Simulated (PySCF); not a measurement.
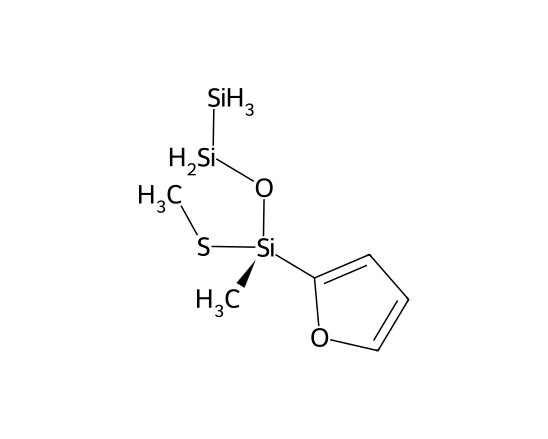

A structural formula.

Question: Write the SMILES.

Answer: CS[Si@](C)(O[SiH2][SiH3])c1ccco1

Question: Give the formula, hydrogens included.

Answer: C6H14O2SSi3.

Question: An optimisation with PBE0-D3(BJ)/def2-SVP gave a structure of which point group?

Answer: C1.

The parts below concern this one geometry. Atoms keep their numbers from picture to picture. The computed structure is the end point of a PBE0-D3(BJ)/def2-SVP optimisation. No frequency run is at hand to confirm it as a minimum.

### Ring current

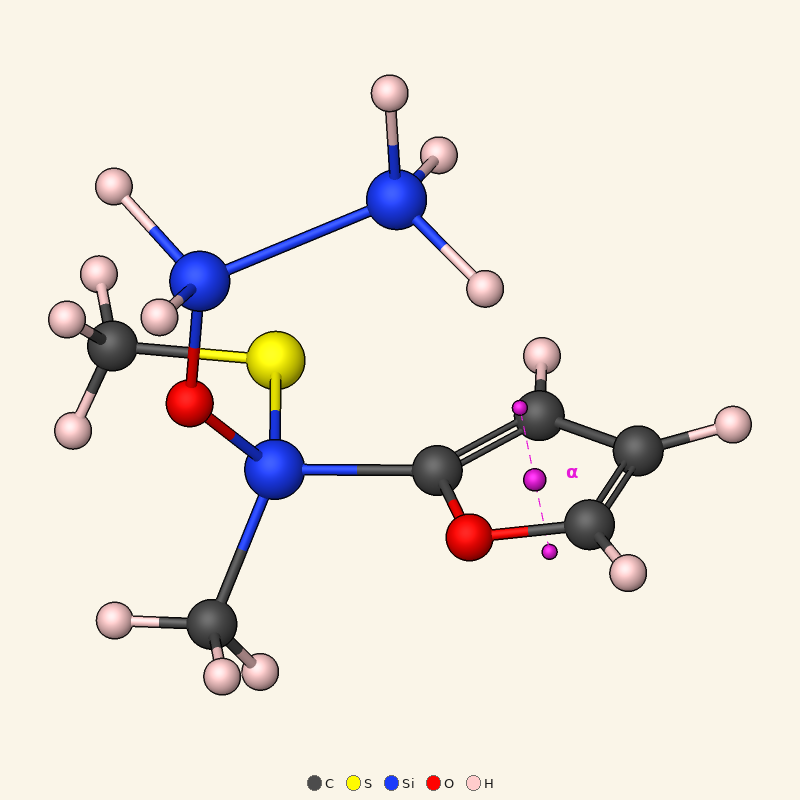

The small points mark where nucleus-independent chemical shifts (NICS) were computed: at the centre of each lettered ring and 1 Å above and below it. No frequency run is at hand to confirm it as a minimum. Properties computed with GIAO ωB97X-D/pcSseg-1 NMR shielding, non-relativistic, gas phase (PySCF 2.14.0).

Give NICS(0), NICS(1) and the out-of-plane component NICS(1)zz for each ring (means of the two sides).

```csv
ring,members,NICS(0),NICS(1),NICS(1)zz
α,C4O,−12.5,−11.2,−29.2
```

Values in ppm.

Question: What do the values say about the ring currents?

Answer: Ring α: diatropic, as in an aromatic ring. NICS is one index among several.

### Electronic properties

No frequency run is at hand to confirm it as a minimum. Level of theory: CAM-B3LYP/def2-SVPD, gas phase (PySCF 2.14.0). Excitations: vertical, linear response.

Question: Give the mean static polarisability at this level.

Answer: 172.8 bohr³.

Question: What is the lowest vertical singlet excitation?

Answer: 5.64 eV.

Question: What is the HOMO energy (Kohn–Sham orbital)?

Answer: −8.06 eV.

Question: Give the HOMO–LUMO gap at this level.

Answer: 8.42 eV.

### NMR shielding

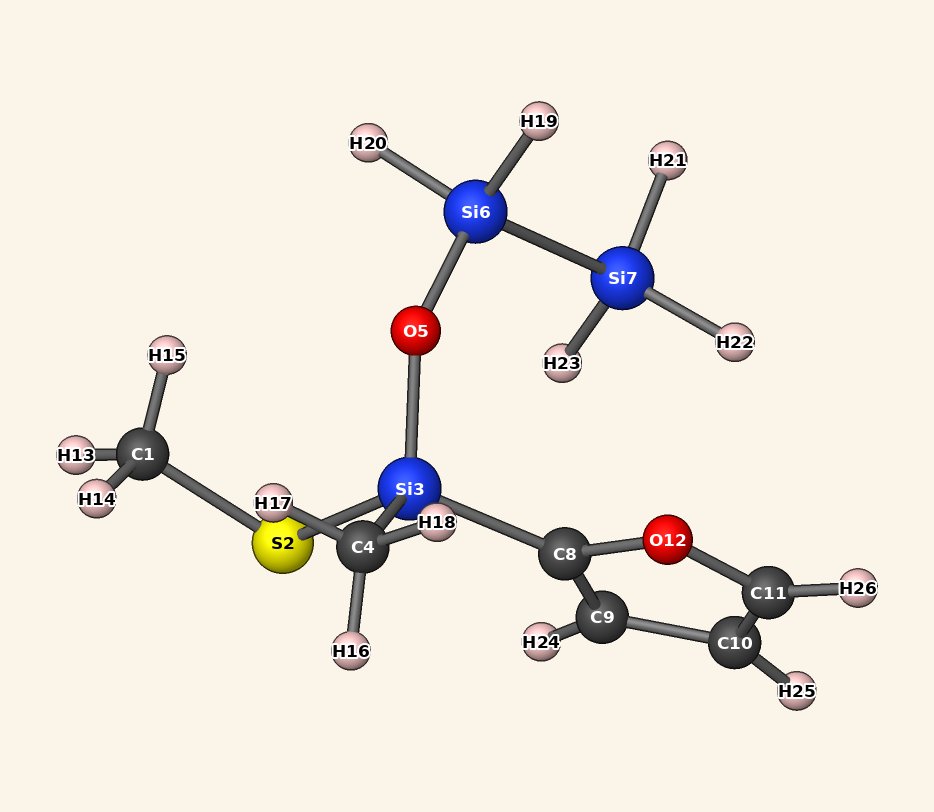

The questions are on isotropic NMR shieldings of the C atoms. No frequency run is at hand to confirm it as a minimum. Method: GIAO ωB97X-D/pcSseg-1 NMR shielding, non-relativistic, gas phase (PySCF 2.14.0).

List the isotropic NMR shieldings of the C atoms.

```json
{"atom": "C1", "σ (ppm)": "174.2"}
{"atom": "C4", "σ (ppm)": "184.1"}
{"atom": "C8", "σ (ppm)": "27.5"}
{"atom": "C9", "σ (ppm)": "50.3"}
{"atom": "C10", "σ (ppm)": "67.0"}
{"atom": "C11", "σ (ppm)": "29.8"}
```

### Dipole moment

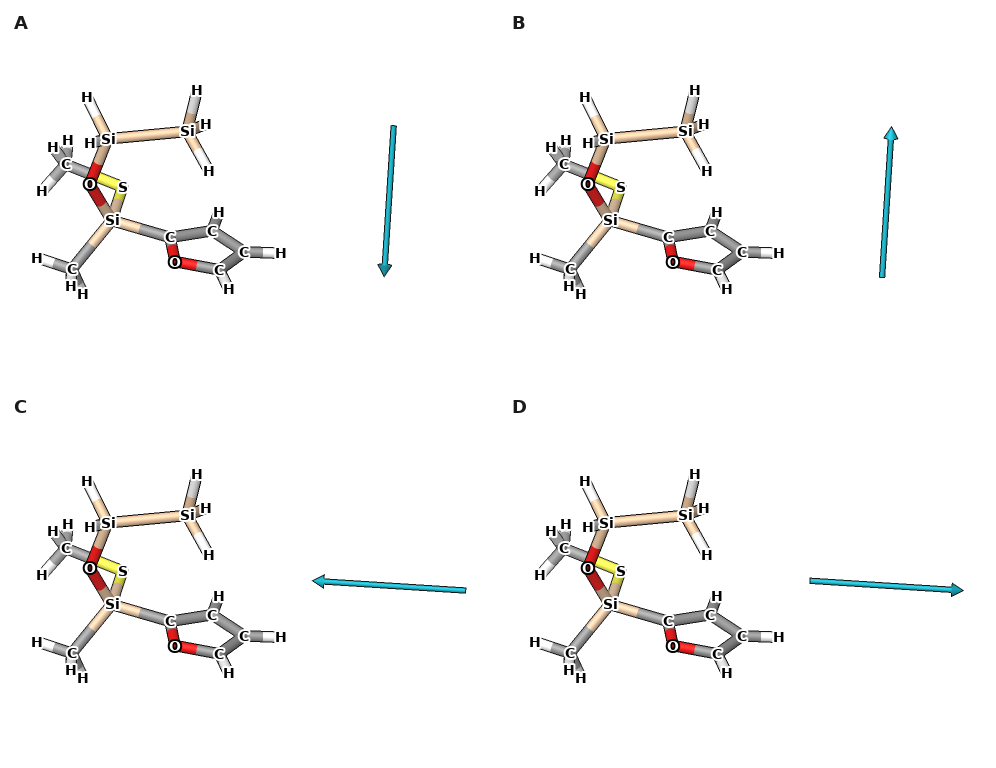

The same molecule four times, each with an arrow. No frequency run is at hand to confirm it as a minimum. Properties computed with CAM-B3LYP/def2-SVPD, gas phase (PySCF 2.14.0).

Question: Which arrow points along the dipole moment, from the negative to the positive end?

Answer: A. The dipole moment is 0.74 D.
